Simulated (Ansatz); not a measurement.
## SiNH3S2: geometry relaxation

System: SiNH3S2, SMILES N[SiH]1SS1.
Method: RKS PBE0-D4/def2-SVP (Ansatz 0.2.0).

It belongs to a series of runs on one base structure; here: start relaxed. Figures and captions count atoms from 1; the log counts them from 0 in places.

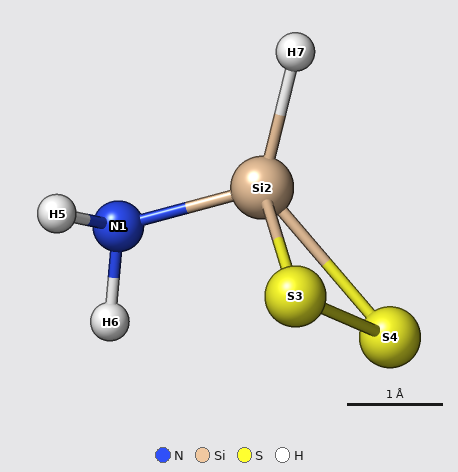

Fig. 1: The input geometry (ball-and-stick view, seen at a tilt; atoms are numbered from 1 in the order of the input).

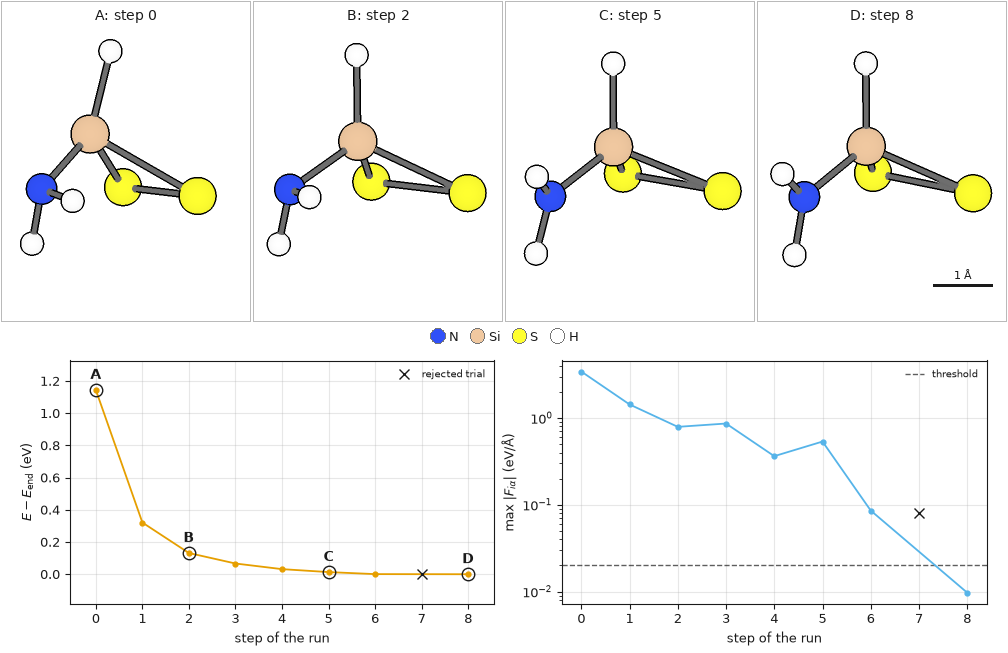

Fig. 2: Frames of the relaxation (ball-and-stick view, seen at a tilt) above the curves, on which the letters mark them (the first geometry is step 0 here and step 1 in the log).

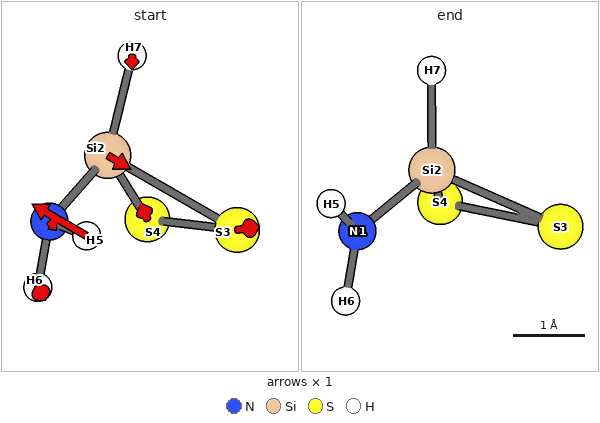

Fig. 3: Before (left) and after (right) the relaxation, at one scale (ball-and-stick view, seen at a tilt). The red arrows give the displacements, at true length. Over 8 geometry steps the energy falls by 1.145 eV. Largest force component: 3.4 eV/Å at the start, 0.0097 eV/Å at the end. The line search rejected the trial step at point 7 (counted from 0) and went back. The largest move after the best rigid fit is that of H5, 0.91 Å. By element the largest moves are H 0.91 Å, S 0.52 Å, Si 0.41 Å, N 0.18 Å. Distances before and after: S3–S4 2.003 → 2.209 Å, N1–Si2 1.619 → 1.697 Å, Si2–S4 2.073 → 2.107 Å, Si2–H7 1.505 → 1.480 Å. Among the angles that change: N1–Si2–S3 102.9° → 122.7°, N1–Si2–H7 120.6° → 108.3°, H5–N1–H6 102.4° → 113.7°. (Atoms are counted from 1 in the order of the input.)

The input and output of the run follow.

### The input
```yaml
crystal:
  periodic: [false, false, false]
  atoms:
    - { symbol: "N", position_ang: [-0.7471, 0.8391, -0.463] }
    - { symbol: Si, position_ang: [0.5155, -0.1736, -0.4672] }
    - { symbol: S, position_ang: [0.5937, -0.8474, 1.5571] }
    - { symbol: S, position_ang: [0.0874, -2.122, 0.0969] }
    - { symbol: H, position_ang: [-0.6624, 1.5513, 0.2579] }
    - { symbol: H, position_ang: [-1.6173, 0.3643, -0.2018] }
    - { symbol: H, position_ang: [1.8914, 0.3204, -0.8257] }
basis:
  gaussian: { orbitals: def2-SVP }
hamiltonian:
  xc: pbe0
  dispersion: d4
relax:
  f_tol: 0.02
  max_steps: 40
scf:
  lower_state_search: "off"
```

Run as:
```bash
ansatz run input.yaml --threads 1 --pin off --max-ram 2048MiB --backend cpu --events-out ev --progress --plain --runs-dir out
```

### Output
```
The last accepted step is kept in [file] (removed where the run ends without a failure and the disk answers)
Engine: ansatz 0.2.0, x86_64-unknown-linux-gnu
Functional definition: PBE0
  parameter a = 0.25
  parameter kappa = 0.804
  parameter beta = 0.06672455060314922
  exchange = (1 - a)*pbe_x(kappa = kappa, mu = beta*pi^2/3) + a*exact_x
  correlation = pbe_c(beta = beta)
these checks for a lower state are left out or cut short: stability, starts, cluster_reference, orbital_swaps, neighbouring_geometries, increment
842 factors; integrals over basis functions are off by at most 3.3e-4 eV
mean field evaluation 1: about -31059.9604 eV, gradient 4.9e1 eV
mean field evaluation 2: about -31055.1891 eV, gradient 6.5e1 eV
mean field evaluation 4: about -31064.6190 eV, gradient 2.5e0 eV
mean field evaluation 8: about -31064.6513 eV, gradient 4.1e-2 eV
mean field evaluation 16: about -31064.6513 eV, gradient 1.4e-5 eV
mean field -31064.65132326 eV, -1141.6048797529 hartree, gradient 4.6e-6 eV, S^2 0.000000; 0 other end points of the search recorded, 0 dependent functions left out
the calculation of the forces begins
reference -31064.65134343 eV, -1141.6048804943 hartree; 28, 28 occupied and 55, 55 virtual orbitals, 842 factors
relax step   1: F+E_penalty+E_count = -31064.83957433 eV  Δ(F+E_penalty+E_count) = +0.000e0 eV  max|allowed force component| = 3.429e0 eV/Å  Δτ_max = 0.0000 Å  (15 SCF iters, accepted)
these checks for a lower state are left out or cut short: stability, starts, cluster_reference, orbital_swaps, neighbouring_geometries, increment
842 factors; integrals over basis functions are off by at most 3.8e-4 eV
mean field -31065.47913699 eV, -1141.6353013464 hartree, gradient 3.5e-6 eV, S^2 0.000000; 0 other end points of the search recorded, 0 dependent functions left out
the calculation of the forces begins
reference -31065.47915765 eV, -1141.6353021055 hartree; 28, 28 occupied and 55, 55 virtual orbitals, 842 factors
relax step   2: F+E_penalty+E_count = -31065.66303173 eV  Δ(F+E_penalty+E_count) = -8.235e-1 eV  max|allowed force component| = 1.433e0 eV/Å  Δτ_max = 0.1992 Å  (19 SCF iters, accepted)
these checks for a lower state are left out or cut short: stability, starts, cluster_reference, orbital_swaps, neighbouring_geometries, increment
842 factors; integrals over basis functions are off by at most 4.3e-4 eV
mean field evaluation 32: about -31065.6719 eV, gradient 2.7e-6 eV
mean field -31065.67191420 eV, -1141.6423857782 hartree, gradient 2.7e-6 eV, S^2 0.000000; 0 other end points of the search recorded, 0 dependent functions left out
the calculation of the forces begins
reference -31065.67193487 eV, -1141.6423865379 hartree; 28, 28 occupied and 55, 55 virtual orbitals, 842 factors
relax step   3: F+E_penalty+E_count = -31065.85236502 eV  Δ(F+E_penalty+E_count) = -1.893e-1 eV  max|allowed force component| = 7.907e-1 eV/Å  Δτ_max = 0.1941 Å  (19 SCF iters, accepted)
these checks for a lower state are left out or cut short: stability, starts, cluster_reference, orbital_swaps, neighbouring_geometries, increment
842 factors; integrals over basis functions are off by at most 4.2e-4 eV
mean field -31065.73697603 eV, -1141.6447767564 hartree, gradient 1.4e-6 eV, S^2 0.000000; 0 other end points of the search recorded, 0 dependent functions left out
the calculation of the forces begins
reference -31065.73699650 eV, -1141.6447775085 hartree; 28, 28 occupied and 55, 55 virtual orbitals, 842 factors
relax step   4: F+E_penalty+E_count = -31065.91743858 eV  Δ(F+E_penalty+E_count) = -6.507e-2 eV  max|allowed force component| = 8.637e-1 eV/Å  Δτ_max = 0.2000 Å  (20 SCF iters, accepted)
these checks for a lower state are left out or cut short: stability, starts, cluster_reference, orbital_swaps, neighbouring_geometries, increment
842 factors; integrals over basis functions are off by at most 5.0e-4 eV
mean field -31065.77255339 eV, -1141.6460842001 hartree, gradient 1.7e-6 eV, S^2 0.000000; 0 other end points of the search recorded, 0 dependent functions left out
the calculation of the forces begins
reference -31065.77257390 eV, -1141.6460849540 hartree; 28, 28 occupied and 55, 55 virtual orbitals, 842 factors
relax step   5: F+E_penalty+E_count = -31065.95241303 eV  Δ(F+E_penalty+E_count) = -3.497e-2 eV  max|allowed force component| = 3.633e-1 eV/Å  Δτ_max = 0.1565 Å  (19 SCF iters, accepted)
these checks for a lower state are left out or cut short: stability, starts, cluster_reference, orbital_swaps, neighbouring_geometries, increment
842 factors; integrals over basis functions are off by at most 6.3e-4 eV
mean field -31065.79173896 eV, -1141.6467892569 hartree, gradient 2.5e-6 eV, S^2 0.000000; 0 other end points of the search recorded, 0 dependent functions left out
the calculation of the forces begins
reference -31065.79175938 eV, -1141.6467900074 hartree; 28, 28 occupied and 55, 55 virtual orbitals, 842 factors
relax step   6: F+E_penalty+E_count = -31065.97075981 eV  Δ(F+E_penalty+E_count) = -1.835e-2 eV  max|allowed force component| = 5.353e-1 eV/Å  Δτ_max = 0.2000 Å  (20 SCF iters, accepted)
these checks for a lower state are left out or cut short: stability, starts, cluster_reference, orbital_swaps, neighbouring_geometries, increment
842 factors; integrals over basis functions are off by at most 7.0e-4 eV
mean field -31065.80359046 eV, -1141.6472247913 hartree, gradient 2.7e-6 eV, S^2 0.000000; 0 other end points of the search recorded, 0 dependent functions left out
the calculation of the forces begins
reference -31065.80361068 eV, -1141.6472255344 hartree; 28, 28 occupied and 55, 55 virtual orbitals, 842 factors
relax step   7: F+E_penalty+E_count = -31065.98332479 eV  Δ(F+E_penalty+E_count) = -1.256e-2 eV  max|allowed force component| = 8.580e-2 eV/Å  Δτ_max = 0.1254 Å  (19 SCF iters, accepted)
these checks for a lower state are left out or cut short: stability, starts, cluster_reference, orbital_swaps, neighbouring_geometries, increment
842 factors; integrals over basis functions are off by at most 6.6e-4 eV
mean field evaluation 64: about -31065.8033 eV, gradient 1.5e-5 eV
mean field -31065.80331663 eV, -1141.6472147285 hartree, gradient 1.3e-6 eV, S^2 0.000000; 0 other end points of the search recorded, 0 dependent functions left out
the calculation of the forces begins
reference -31065.80333689 eV, -1141.6472154730 hartree; 28, 28 occupied and 55, 55 virtual orbitals, 842 factors
relax step   8: F+E_penalty+E_count = -31065.98290019 eV  Δ(F+E_penalty+E_count) = +4.246e-4 eV  max|allowed force component| = 8.065e-2 eV/Å  Δτ_max = 0.0523 Å  (19 SCF iters, rejected (line search))
these checks for a lower state are left out or cut short: stability, starts, cluster_reference, orbital_swaps, neighbouring_geometries, increment
842 factors; integrals over basis functions are off by at most 7.0e-4 eV
mean field -31065.80448451 eV, -1141.6472576471 hartree, gradient 1.0e-6 eV, S^2 0.000000; 0 other end points of the search recorded, 0 dependent functions left out
the calculation of the forces begins
reference -31065.80450475 eV, -1141.6472583908 hartree; 28, 28 occupied and 55, 55 virtual orbitals, 842 factors
relax step   9: F+E_penalty+E_count = -31065.98409359 eV  Δ(F+E_penalty+E_count) = -7.688e-4 eV  max|allowed force component| = 9.716e-3 eV/Å  Δτ_max = 0.0190 Å  (20 SCF iters, accepted)
Total energy: -31065.98411382 eV, -1141.6538589026 hartree
Atom 0 at    -0.807934     0.840814    -0.288204 Å, force    -0.007243     0.002217     0.003316 eV/Å
Atom 1 at     0.519267    -0.191671    -0.060056 Å, force     0.002266     0.009653    -0.004960 eV/Å
Atom 2 at     0.822391    -1.286613     1.724951 Å, force    -0.001961    -0.004273    -0.001363 eV/Å
Atom 3 at     0.260825    -2.280502    -0.165994 Å, force     0.000782    -0.005511     0.004191 eV/Å
Atom 4 at    -0.700613     1.791590    -0.617984 Å, force    -0.004249    -0.004522     0.001015 eV/Å
Atom 5 at    -1.737120     0.631079     0.056165 Å, force     0.009716     0.003650    -0.003160 eV/Å
Atom 6 at     1.704384     0.427403    -0.694678 Å, force     0.000688    -0.001213     0.000960 eV/Å
Dipole moment:    -0.259648     0.709529    -0.253852 e Å
Checks for a lower state left out: stability, starts, cluster_reference, orbital_swaps, neighbouring_geometries, increment
```

### Trajectory as extended XYZ (Å, eV, eV/Å), 9 frames, from step=1 to step=9
```
7
Properties=species:S:1:pos:R:3:forces:R:3 step=1 energy=-31064.83957
N    -0.7471    0.8391   -0.4630   -3.4289   2.4084  -0.4883
Si    0.5155   -0.1736   -0.4672    3.1559  -1.3646   1.1690
S     0.5937   -0.8474    1.5571    1.3161   1.2050   2.9071
S     0.0874   -2.1220    0.0969   -0.7775  -2.3482  -2.4652
H    -0.6624    1.5513    0.2579    0.2072   0.3455  -0.2492
H    -1.6173    0.3643   -0.2018    0.1507   0.0077  -0.4657
H     1.8914    0.3204   -0.8257   -0.6235  -0.2538  -0.4077
7
Properties=species:S:1:pos:R:3:forces:R:3 step=2 energy=-31065.66303
N    -0.7674    0.8748   -0.4876   -1.3451   1.0701   0.0094
Si    0.5404   -0.1528   -0.3083    1.4328  -0.9951   1.0713
S     0.7018   -0.9497    1.6895    0.3508   0.1466   0.1275
S     0.1031   -2.1859    0.0288   -0.0694  -0.1732  -0.5499
H    -0.7209    1.6438    0.1854    0.0902   0.1749  -0.3617
H    -1.6474    0.4066   -0.2633    0.0644  -0.0732  -0.2729
H     1.8515    0.2952   -0.8904   -0.5237  -0.1500  -0.0236
7
Properties=species:S:1:pos:R:3:forces:R:3 step=3 energy=-31065.85236
N    -0.7890    0.8846   -0.5069   -0.0343   0.6630   0.7907
Si    0.5486   -0.1380   -0.1583    0.2513  -0.5806   0.0714
S     0.8018   -1.0856    1.7490    0.0101   0.1468  -0.3319
S     0.1389   -2.2127   -0.0219    0.0309   0.2243  -0.0110
H    -0.7502    1.7668    0.0382   -0.0413  -0.4498  -0.6273
H    -1.6736    0.4389   -0.2614   -0.0007  -0.0243  -0.1079
H     1.7847    0.2781   -0.8845   -0.2160   0.0207   0.2160
7
Properties=species:S:1:pos:R:3:forces:R:3 step=4 energy=-31065.91744
N    -0.7764    0.8636   -0.4334   -0.1297  -0.2617   0.1646
Si    0.5452   -0.1976   -0.1315   -0.2563   0.8637  -0.2235
S     0.8343   -1.1386    1.7261    0.1116  -0.2284   0.3106
S     0.1564   -2.2445   -0.0506   -0.0914  -0.2325  -0.0543
H    -0.7501    1.8411   -0.1475    0.2069  -0.1200  -0.1482
H    -1.6867    0.4754   -0.1967   -0.0165   0.0153  -0.0265
H     1.7385    0.3327   -0.8122    0.1752  -0.0363  -0.0226
7
Properties=species:S:1:pos:R:3:forces:R:3 step=5 energy=-31065.95241
N    -0.8016    0.8458   -0.4286    0.0287  -0.2803   0.3633
Si    0.5459   -0.1719   -0.0863   -0.3398   0.2797  -0.2992
S     0.8592   -1.2063    1.7317   -0.0209  -0.0624   0.0330
S     0.1563   -2.2372   -0.0929    0.0251   0.0041   0.0686
H    -0.7421    1.8542   -0.3033    0.0765  -0.1210  -0.0807
H    -1.7034    0.4957   -0.0996    0.1639   0.1247  -0.1136
H     1.7469    0.3518   -0.7669    0.0665   0.0552   0.0287
7
Properties=species:S:1:pos:R:3:forces:R:3 step=6 energy=-31065.97076
N    -0.8147    0.8289   -0.3246   -0.3903   0.5353  -0.0624
Si    0.5015   -0.2012   -0.0668    0.3660  -0.1419   0.0090
S     0.8740   -1.2691    1.7299   -0.0454   0.0110  -0.0492
S     0.2603   -2.2936   -0.1283   -0.0466   0.0809   0.0091
H    -0.6817    1.8257   -0.4918    0.0971  -0.2817  -0.0187
H    -1.7719    0.6377   -0.0456    0.1350  -0.1770   0.0457
H     1.6937    0.4036   -0.7186   -0.1159  -0.0266   0.0665
7
Properties=species:S:1:pos:R:3:forces:R:3 step=7 energy=-31065.98333
N    -0.8095    0.8357   -0.3013    0.0785  -0.0385   0.0267
Si    0.5239   -0.1887   -0.0601   -0.0858   0.0256  -0.0215
S     0.8298   -1.2867    1.7220    0.0028   0.0131   0.0484
S     0.2439   -2.2733   -0.1613    0.0133  -0.0483  -0.0269
H    -0.7037    1.7926   -0.6107   -0.0015   0.0413  -0.0039
H    -1.7323    0.6227    0.0554   -0.0386  -0.0024   0.0009
H     1.7091    0.4299   -0.6898    0.0313   0.0093  -0.0237
7
Properties=species:S:1:pos:R:3:forces:R:3 step=8 energy=-31065.98290 accepted=F
N    -0.8084    0.8392   -0.3043   -0.0135  -0.0807  -0.0043
Si    0.5172   -0.1956   -0.0695    0.0145   0.0501   0.0001
S     0.8238   -1.2709    1.7274    0.0196  -0.0189   0.0202
S     0.2602   -2.2852   -0.1502   -0.0258   0.0196  -0.0168
H    -0.6932    1.8102   -0.5626    0.0079   0.0302  -0.0269
H    -1.7396    0.6159    0.0250   -0.0107   0.0082   0.0148
H     1.7012    0.4185   -0.7116    0.0081  -0.0086   0.0128
7
Properties=species:S:1:pos:R:3:forces:R:3 step=9 energy=-31065.98409
N    -0.8079    0.8408   -0.2882   -0.0072   0.0022   0.0033
Si    0.5193   -0.1917   -0.0601    0.0023   0.0097  -0.0050
S     0.8224   -1.2866    1.7250   -0.0020  -0.0043  -0.0014
S     0.2608   -2.2805   -0.1660    0.0008  -0.0055   0.0042
H    -0.7006    1.7916   -0.6180   -0.0042  -0.0045   0.0010
H    -1.7371    0.6311    0.0562    0.0097   0.0037  -0.0032
H     1.7044    0.4274   -0.6947    0.0007  -0.0012   0.0010
```

### Summary

```csv
quantity,value
outcome,converged
total energy,−31065.9841 eV
mean-field energy,−31065.8045 eV
largest force (length of the vector) at the end,0.011 eV/Å
hardware,"1 thread of AMD EPYC (Zen 5), 24 GiB of memory available, shared host"
wall time,9.3 s
peak memory,0.16 GiB
```
